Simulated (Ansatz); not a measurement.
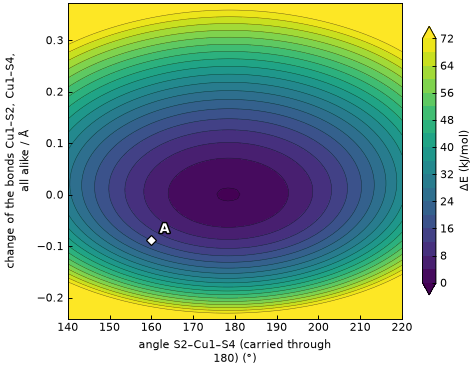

[Cu(SH)2]-, charge −1. 
- The first coordinate is: angle S2–Cu1–S4 (carried through 180); the second: change of the bonds Cu1–S2, Cu1–S4, all alike.
- Nothing is relaxed (all other coordinates rigid).
- The grid has 9 × 9 points.
- Points are written as (first, second).
- Energies: kJ/mol, counted from the lowest grid point.
- Method: RKS PBE0-D4/def2-SVPD (Ansatz).

Drawn: filled contours, one colour for all values above the top of the scale, the point A. Between grid points the surface is interpolated.

Which way does the force act at A, and how strong is it?

A, at (160°, −0.088 Å), is not a stationary point. The computed force is 0.83 kJ/mol for each degree towards larger values of the first coordinate and 210 kJ/mol for each Å towards larger values of the second coordinate.
